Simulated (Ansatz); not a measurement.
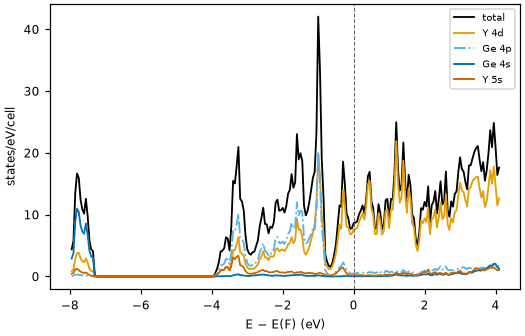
*Total and projected density of states of Y$_{5}$Ge$_{3}$ in space group P6_3/mcm (No. 193; Y on 6g, Y on 4d, Ge on 6g), the program Ansatz at the PBEsol level (PAW)*

**Question.** Which orbitals carry the states next to the Fermi level?

**Answer.** Within 0.5 eV of the Fermi level: Y 4d 84 %, Ge 4p 8 %. Projections are on Löwdin-orthogonalised atomic valence shells; empty p or d shells of many metals are not among them.

**Question.** Where is the tallest occupied peak in this window, and what makes it?

**Answer.** Near -1.0 eV, about 42 states/eV per cell; the largest projected share is Ge 4p.

The first step of the workflow began from a Materials Project structure, measured or hypothetical; the Crystallography Open Database copy checked does not list it. Its standing as an ambient phase is unchecked. Symmetry was held in the PBEsol relaxation; its stability against distortions is not shown here. No spin polarisation was allowed. Scalar-relativistic: spin–orbit coupling is off unless named, which matters more the heavier the elements.

Potentials: the later of the program's two PAW sets.
